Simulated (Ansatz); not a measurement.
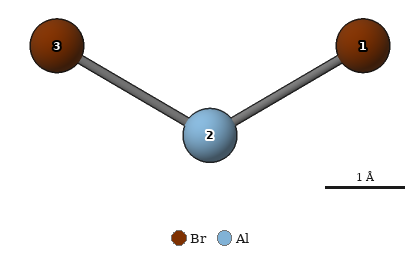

The structure (ball-and-stick view, seen on its broad side; atoms are numbered from 1 in the order of the input). Sticks mark near contacts. Bond lengths as drawn: Al–Br 2.27 Å.

# Single-point calculation, with input and output: AlBr2 (charge +1)

System: AlBr2, charge +1.
Method: HF/cc-pVTZ, RHF (Ansatz 0.2.0).

The geometry is that of the parent species in another charge or spin state. The geometry comes from this level: PBE0-D4/def2-TZVP.

### The program's output
```
Functional definition: HF
  name "HF"
  exchange = exact_x
  correlation = 0
1722 factors; integrals over basis functions are off by at most 3.9e-9 eV
mean field evaluation 1: about -146576.3086 eV, gradient 2.5e1 eV
mean field evaluation 2: about -146576.4914 eV, gradient 2.5e1 eV
mean field evaluation 4: about -146578.6002 eV, gradient 1.4e0 eV
mean field evaluation 8: about -146578.6361 eV, gradient 6.6e-2 eV
mean field evaluation 16: about -146578.6362 eV, gradient 2.3e-8 eV
mean field -146578.63623051 eV, -5386.6655269030 hartree, gradient 2.8e-8 eV, S^2 0.000000; 0 other end points of the search recorded, 0 dependent functions left out
reference -146578.63623051 eV, -5386.6655269030 hartree; 41, 41 occupied and 79, 79 virtual orbitals, 1722 factors
Total energy: -146578.63623051 eV, -5386.6655269030 hartree
```

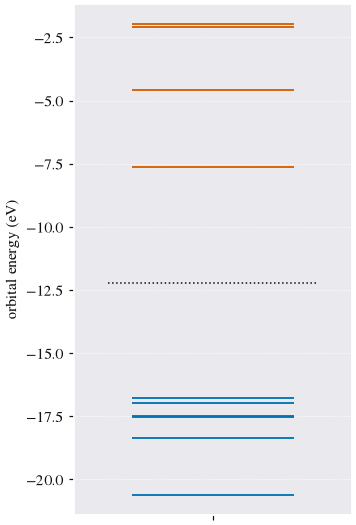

Orbital energies near the frontier; the dotted line parts filled from empty levels, and levels within 0.02 eV of each other stand side by side. Highest filled −16.79 eV, lowest empty −7.62 eV, 9.17 eV apart.

The run was set up as follows.

### Input file
```yaml
basis:
  gaussian:
    orbitals: cc-pVTZ
crystal:
  periodic: [false, false, false]
  atoms:
    - {symbol: Br, position_ang: [0.607000, 1.799800, 0.519400]}
    - {symbol: Al, position_ang: [0.569000, -0.451900, 0.265200]}
    - {symbol: Br, position_ang: [-1.186900, -1.412700, -0.797800]}
total_charge: 1
accuracy: high
hamiltonian:
  xc: hf
output: {orbitals: {seedname: orbitals}}
```

Launched with:
```bash
ansatz run molecule.yaml --threads 1 --pin off --max-ram 2610MiB --events-out events.jsonl --progress --plain --runs-dir runs
```

### Results in brief

- outcome: converged
- total energy: −5386.665527 hartree
- basis functions: 120
- SCF solution under orbital rotations: stable
- HOMO: −16.79 eV
- LUMO: −7.62 eV
- hardware: 1 thread of Arm Neoverse V2, 24 GiB of memory available, shared host
- wall time: 6 s
- peak memory: 0.36 GiB
